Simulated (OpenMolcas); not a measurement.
**Run report: AlBH$_{4}$S, energy and gradient calculation (part 2 of 2)**

Continued. System: AlBH$_{4}$S, SMILES B[S][AlH2]. Method: TPSSh/def2-SVPD, RKS (OpenMolcas 26.06). The geometry comes from this level: GFN2-xTB.

Geometry of the input (Å):
```
B  -1.4100  0.5294  -0.3354
S  -0.1151  1.1922  0.6676
Al 1.3757  -0.4190  0.3877
H  -1.2626  -0.4917  -0.9052
H  -2.4028  1.1368  -0.4118
H  1.1606  -1.5377  -0.6465
H  2.6542  -0.4100  1.2437
```

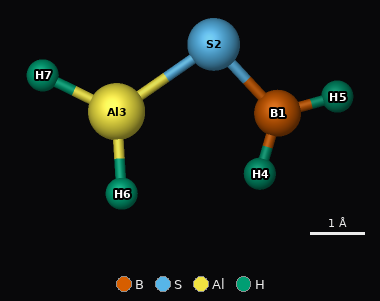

Fig. 1: The input geometry (ball-and-stick view, seen on its broad side; atoms are numbered from 1 in the order of the input). Sticks mark near contacts.

## The program's output, continued
```
      Basis set list:
        1 B1     1s                 22 S2     1s                 43 S2     3d0                64 AL3    3d1-               85 H5     2py
        2 B1     1s                 23 S2     1s                 44 S2     3d1+               65 AL3    3d1-               86 H5     2pz
        3 B1     1s                 24 S2     1s                 45 S2     3d1+               66 AL3    3d0                87 H5     2pz
        4 B1     1s                 25 S2     1s                 46 S2     3d2+               67 AL3    3d0                88 H6     1s
        5 B1     2px                26 S2     2px                47 S2     3d2+               68 AL3    3d1+               89 H6     1s
        6 B1     2px                27 S2     2px                48 AL3    1s                 69 AL3    3d1+               90 H6     2px
        7 B1     2py                28 S2     2px                49 AL3    1s                 70 AL3    3d2+               91 H6     2px
        8 B1     2py                29 S2     2px                50 AL3    1s                 71 AL3    3d2+               92 H6     2py
        9 B1     2pz                30 S2     2py                51 AL3    1s                 72 H4     1s                 93 H6     2py
       10 B1     2pz                31 S2     2py                52 AL3    1s                 73 H4     1s                 94 H6     2pz
       11 B1     3d2-               32 S2     2py                53 AL3    2px                74 H4     2px                95 H6     2pz
       12 B1     3d2-               33 S2     2py                54 AL3    2px                75 H4     2px                96 H7     1s
       13 B1     3d1-               34 S2     2pz                55 AL3    2px                76 H4     2py                97 H7     1s
       14 B1     3d1-               35 S2     2pz                56 AL3    2py                77 H4     2py                98 H7     2px
       15 B1     3d0                36 S2     2pz                57 AL3    2py                78 H4     2pz                99 H7     2px
       16 B1     3d0                37 S2     2pz                58 AL3    2py                79 H4     2pz               100 H7     2py
       17 B1     3d1+               38 S2     3d2-               59 AL3    2pz                80 H5     1s                101 H7     2py
       18 B1     3d1+               39 S2     3d2-               60 AL3    2pz                81 H5     1s                102 H7     2pz
       19 B1     3d2+               40 S2     3d1-               61 AL3    2pz                82 H5     2px               103 H7     2pz
       20 B1     3d2+               41 S2     3d1-               62 AL3    3d2-               83 H5     2px
       21 S2     1s                 42 S2     3d0                63 AL3    3d2-               84 H5     2py

  Index Energy  Occupation Coefficients ...

    1  -88.7045    2.0000         21 S2     1s     ( 0.994),

    2  -55.9305    2.0000         48 AL3    1s     ( 0.995),

    3   -7.8705    2.0000         22 S2     1s     ( 1.020),

    4   -6.7305    2.0000          1 B1     1s     ( 0.989),

    5   -5.8239    2.0000         26 S2     2px    ( 0.915),

    6   -5.8224    2.0000         30 S2     2py    ( 0.571),    34 S2     2pz    (-0.725),

    7   -5.8215    2.0000         30 S2     2py    ( 0.791),    34 S2     2pz    ( 0.570),

    8   -4.1028    2.0000         49 AL3    1s     ( 1.020),

    9   -2.6548    2.0000         53 AL3    2px    ( 0.460),    56 AL3    2py    ( 0.543),    59 AL3    2pz    (-0.681),

   10   -2.6474    2.0000         53 AL3    2px    (-0.681),    56 AL3    2py    ( 0.703),

   11   -2.6448    2.0000         53 AL3    2px    ( 0.542),    56 AL3    2py    ( 0.424),    59 AL3    2pz    ( 0.704),

   12   -0.7142    2.0000         22 S2     1s     (-0.465),    23 S2     1s     ( 0.641),    24 S2     1s     ( 0.333),

   13   -0.4800    2.0000          2 B1     1s     ( 0.439),     3 B1     1s     ( 0.224),    23 S2     1s     (-0.226),    80 H5     1s     ( 0.238),

   14   -0.4220    2.0000         49 AL3    1s     ( 0.281),    50 AL3    1s     ( 0.494),

   15   -0.3660    2.0000          5 B1     2px    ( 0.239),     7 B1     2py    (-0.242),    32 S2     2py    ( 0.138),    50 AL3    1s     ( 0.259),
                                  72 H4     1s     (-0.204),    80 H5     1s     ( 0.275),    96 H7     1s     ( 0.206),

   16   -0.3422    2.0000          5 B1     2px    ( 0.249),     9 B1     2pz    ( 0.192),    27 S2     2px    ( 0.265),    28 S2     2px    ( 0.317),
                                  35 S2     2pz    ( 0.166),    36 S2     2pz    ( 0.196),    88 H6     1s     (-0.179),

   17   -0.3036    2.0000         31 S2     2py    ( 0.151),    32 S2     2py    ( 0.193),    60 AL3    2pz    (-0.182),    88 H6     1s     ( 0.295),
                                  89 H6     1s     ( 0.216),    96 H7     1s     (-0.285),    97 H7     1s     (-0.208),

   18   -0.2953    2.0000         32 S2     2py    (-0.222),    35 S2     2pz    ( 0.320),    36 S2     2pz    ( 0.431),

   19   -0.2820    2.0000         31 S2     2py    ( 0.292),    32 S2     2py    ( 0.399),    72 H4     1s     ( 0.216),

   20   -0.0808    0.0000          7 B1     2py    ( 0.188),     9 B1     2pz    (-0.303),    10 B1     2pz    ( 0.215),    55 AL3    2px    ( 0.216),
                                  58 AL3    2py    ( 0.260),    60 AL3    2pz    (-0.213),    61 AL3    2pz    (-0.346),

   21   -0.0577    0.0000          7 B1     2py    (-0.183),     9 B1     2pz    ( 0.294),    10 B1     2pz    (-0.186),    32 S2     2py    (-0.189),
                                  35 S2     2pz    ( 0.179),    36 S2     2pz    ( 0.282),    55 AL3    2px    ( 0.190),    58 AL3    2py    ( 0.213),
                                  61 AL3    2pz    (-0.257),

   22   -0.0097    0.0000          3 B1     1s     (-0.696),     4 B1     1s     ( 0.631),     6 B1     2px    ( 0.402),    25 S2     1s     ( 0.510),
                                  50 AL3    1s     ( 0.362),    81 H5     1s     ( 0.409),

   23    0.0144    0.0000         51 AL3    1s     (-2.187),    52 AL3    1s     ( 3.635),

   24    0.0260    0.0000          3 B1     1s     ( 0.895),    29 S2     2px    ( 0.542),    51 AL3    1s     (-0.748),

   25    0.0346    0.0000          3 B1     1s     (-2.854),     4 B1     1s     ( 3.663),    25 S2     1s     (-1.880),

   26    0.0509    0.0000          3 B1     1s     ( 1.138),     4 B1     1s     (-0.926),    33 S2     2py    ( 1.443),

   27    0.0568    0.0000          4 B1     1s     ( 0.716),    25 S2     1s     (-0.718),    29 S2     2px    ( 0.642),    33 S2     2py    ( 0.926),
                                  37 S2     2pz    (-1.057),

   28    0.0643    0.0000          4 B1     1s     (-3.176),    52 AL3    1s     ( 2.065),

   29    0.0733    0.0000         25 S2     1s     (-2.863),    51 AL3    1s     ( 1.510),

   30    0.0799    0.0000          4 B1     1s     ( 2.094),    29 S2     2px    ( 2.134),    51 AL3    1s     (-1.090),    52 AL3    1s     (-1.405),

   31    0.0903    0.0000          4 B1     1s     ( 3.325),    25 S2     1s     (-5.712),

   32    0.0960    0.0000         25 S2     1s     (-0.791),    65 AL3    3d1-   ( 0.499),    69 AL3    3d1+   (-0.553),    71 AL3    3d2+   ( 0.834),

   33    0.1228    0.0000          3 B1     1s     (-1.291),    12 B1     3d2-   ( 1.125),    25 S2     1s     (-1.209),    51 AL3    1s     ( 1.863),
                                  55 AL3    2px    (-1.777),    61 AL3    2pz    (-1.153),    81 H5     1s     ( 2.074),

   34    0.1262    0.0000          3 B1     1s     ( 1.498),     4 B1     1s     ( 0.943),     6 B1     2px    ( 0.971),    25 S2     1s     (-1.022),
                                  29 S2     2px    ( 0.921),    58 AL3    2py    (-0.818),    61 AL3    2pz    (-0.766),    69 AL3    3d1+   (-0.879),
                                  71 AL3    3d2+   (-0.831),    73 H4     1s     (-0.994),    81 H5     1s     ( 0.815),    89 H6     1s     (-1.050),
                                  97 H7     1s     ( 1.221),

   35    0.1345    0.0000          3 B1     1s     (-2.622),     4 B1     1s     ( 2.581),    25 S2     1s     (-2.069),    51 AL3    1s     ( 2.336),

   36    0.1543    0.0000          8 B1     2py    ( 0.960),    20 B1     3d2+   ( 0.705),    24 S2     1s     (-0.927),    51 AL3    1s     (-1.212),
                                  52 AL3    1s     ( 1.358),    65 AL3    3d1-   ( 0.793),    73 H4     1s     ( 1.229),    81 H5     1s     (-0.978),

   37    0.1593    0.0000         14 B1     3d1-   (-0.866),    18 B1     3d1+   ( 0.988),    20 B1     3d2+   (-1.008),    25 S2     1s     (-0.594),
                                  37 S2     2pz    ( 0.545),    61 AL3    2pz    (-0.597),    69 AL3    3d1+   ( 0.506),    71 AL3    3d2+   (-0.693),

   38    0.1674    0.0000         25 S2     1s     (-3.879),    29 S2     2px    (-1.941),    52 AL3    1s     ( 2.373),

   39    0.1818    0.0000         51 AL3    1s     ( 2.541),

   40    0.1887    0.0000         51 AL3    1s     (-6.545),

   41    0.1995    0.0000         51 AL3    1s     (-8.637),

   42    0.2210    0.0000          4 B1     1s     (-0.852),    18 B1     3d1+   ( 0.676),    25 S2     1s     ( 0.727),    37 S2     2pz    (-1.102),
                                  43 S2     3d0    ( 0.638),    47 S2     3d2+   ( 0.653),    95 H6     2pz    ( 0.592),

   43    0.2302    0.0000         25 S2     1s     ( 7.634),

   44    0.2446    0.0000          3 B1     1s     (-2.094),     4 B1     1s     ( 3.387),    29 S2     2px    ( 2.153),    52 AL3    1s     (-3.732),

   45    0.2523    0.0000         25 S2     1s     (-4.886),    52 AL3    1s     ( 2.489),

   46    0.2642    0.0000          4 B1     1s     ( 6.395),    25 S2     1s     (-8.708),

   47    0.2705    0.0000          3 B1     1s     (-6.496),

   48    0.2825    0.0000          3 B1     1s     (-6.838),    25 S2     1s     ( 5.133),

   49    0.2864    0.0000          4 B1     1s     ( 4.781),    25 S2     1s     (-5.345),

   50    0.2934    0.0000          3 B1     1s     (-6.448),    81 H5     1s     ( 3.423),

   51    0.2980    0.0000          3 B1     1s     ( 3.943),    55 AL3    2px    (-2.316),

   52    0.3090    0.0000          3 B1     1s     (-9.274),

   53    0.3227    0.0000          3 B1     1s     (-3.367),     6 B1     2px    ( 2.402),    25 S2     1s     (-2.401),    73 H4     1s     ( 2.855),
                                  81 H5     1s     ( 4.530),

   54    0.3572    0.0000          8 B1     2py    ( 2.951),    25 S2     1s     (-3.612),    58 AL3    2py    ( 2.594),    73 H4     1s     ( 3.919),

   55    0.3687    0.0000          3 B1     1s     (-3.793),     6 B1     2px    (-2.350),    10 B1     2pz    ( 2.864),    25 S2     1s     (-2.219),
                                  51 AL3    1s     ( 2.670),    73 H4     1s     ( 3.814),    77 H4     2py    ( 1.964),

   56    0.3796    0.0000          3 B1     1s     (-4.665),     6 B1     2px    (-3.262),     8 B1     2py    ( 5.801),    51 AL3    1s     ( 4.037),
                                  73 H4     1s     ( 6.326),

   57    0.3843    0.0000          3 B1     1s     (-5.105),     8 B1     2py    ( 3.459),    25 S2     1s     (-3.243),    51 AL3    1s     ( 4.839),
                                  73 H4     1s     ( 3.931),

   58    0.3927    0.0000          8 B1     2py    (-4.128),    25 S2     1s     (-2.897),    29 S2     2px    (-2.176),    51 AL3    1s     ( 2.553),
                                  58 AL3    2py    ( 2.804),    81 H5     1s     ( 4.226),

--

++    Molecular charges:
      ------------------

      Mulliken charges per centre and basis function type
      ---------------------------------------------------

                B1      S2      AL3     H4      H5      H6      H7
      1s       3.1765  5.9251  4.9922  0.7433  0.7232  1.1669  1.1705
      2px      0.7594  3.4651  2.3798  0.0120  0.0059  0.0063 -0.0054
      2pz      0.4190  3.6136  2.3111  0.0203  0.0047 -0.0069 -0.0053
      2py      0.8278  3.6565  2.3136  0.0108 -0.0003  0.0013  0.0074
      3d2+    -0.0066  0.0259  0.0569  0.0000  0.0000  0.0000  0.0000
      3d1+     0.0029  0.0199  0.0406  0.0000  0.0000  0.0000  0.0000
      3d0      0.0110  0.0188  0.0116  0.0000  0.0000  0.0000  0.0000
      3d1-     0.0044  0.0189  0.0398  0.0000  0.0000  0.0000  0.0000
      3d2-     0.0131  0.0188  0.0295  0.0000  0.0000  0.0000  0.0000
      Total    5.2076 16.7625 12.1752  0.7864  0.7336  1.1676  1.1672

      N-E     -0.2076 -0.7625  0.8248  0.2136  0.2664 -0.1676 -0.1672

      Total electronic charge=   38.000000

      Total            charge=   -0.000000
--

++    Molecular properties:
      ---------------------

      Charge (e):
                      =   -0.0000
      Dipole Moment (debye):
      Origin of the operator (angstrom)=    0.2442    0.4234    0.3701
                   X=  6.0246E-01               Y= -6.4519E-01               Z= -1.3293E-01           Total=  8.9269E-01
      Quadrupole Moment (debye*angstrom):
      Origin of the operator (angstrom)=    0.2442    0.4234    0.3701
                  XX= -3.5780E+01              XY=  1.1629E+00              XZ= -1.9692E+00              YY= -3.5802E+01
                  YZ= -2.6789E+00              ZZ= -3.4603E+01
      In traceless form (debye*angstrom)
                  XX= -5.7703E-01              XY=  1.7443E+00              XZ= -2.9538E+00              YY= -6.1034E-01
                  YZ= -4.0184E+00              ZZ=  1.1874E+00
--

--- Stop Module: scf /rc=_RC_ALL_IS_WELL_ ---
--- Module scf spent 1 minute 7 seconds ---

--- Start Module: alaska ---

                                              &ALASKA

                       available to each process: 1.9 GB of memory, 1 thread

                     Threshold for contributions to the gradient: 1.000E-07

                    ********************************************
                    * Symmetry Adapted Cartesian Displacements *
                    ********************************************

           Irreducible representation : a
           Basis function(s) of irrep: x, y, xy, Rz, z, xz, Ry, yz, Rx, I

 Basis Label        Type   Center Phase
   1   B1           x         1     1
   2   B1           y         1     1
   3   B1           z         1     1
   4   S2           x         2     1
   5   S2           y         2     1
   6   S2           z         2     1
   7   AL3          x         3     1
   8   AL3          y         3     1
   9   AL3          z         3     1
  10   H4           x         4     1
  11   H4           y         4     1
  12   H4           z         4     1
  13   H5           x         5     1
  14   H5           y         5     1
  15   H5           z         5     1
  16   H6           x         6     1
  17   H6           y         6     1
  18   H6           z         6     1
  19   H7           x         7     1
  20   H7           y         7     1
  21   H7           z         7     1

                     No automatic utilization of translational and rotational invariance of the energy is employed.

 DFT contribution computed for a moving grid.

 Conventional ERI gradients!

 **************************************************
 *              Molecular gradients               *
 **************************************************

  Irreducible representation: a
 ------------------------------------------------------------------------------------------
                              X                       Y                       Z
 ------------------------------------------------------------------------------------------
  B1               -1.27808270142449E-03    5.24010641672978E-03    3.59697280943383E-03
  S2               -1.02165633520437E-02   -8.25197022457935E-03   -1.01122517466052E-02
  AL3               2.08750228759236E-03   -2.57696125908424E-03   -5.74936141509275E-04
  H4               -2.33306718599502E-04    9.65691879710606E-03    5.87407951021079E-03
  H5                1.48581478855476E-02   -8.81033501996153E-03    9.08996374403503E-04
  H6                4.35149074642630E-03    7.41404417436353E-03    8.51641628856514E-03
  H7               -9.56918814740026E-03   -2.67180288451607E-03   -8.20927709447394E-03
 ------------------------------------------------------------------------------------------

--- Stop Module: alaska /rc=_RC_ALL_IS_WELL_ ---
--- Module alaska spent 13 seconds ---

.##################.
.# Happy landing! #.
.##################.

    Timing: Wall=88.58 User=79.93 System=8.56
```

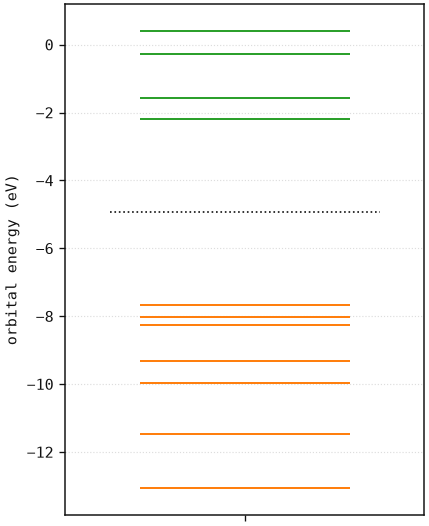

Fig. 2: Orbital energies near the frontier; the dotted line parts filled from empty levels, and levels within 0.02 eV of each other stand side by side. Highest filled −7.67 eV, lowest empty −2.20 eV, 5.47 eV apart.

## Summary

- outcome: converged
- total energy: −667.736058 hartree
- basis functions: 103
- largest force: 0.889 eV/Å
- HOMO: −7.67 eV
- LUMO: −2.20 eV
- dipole moment: 0.89 debye
- wall time: 89 s
- peak memory: 0.58 GiB
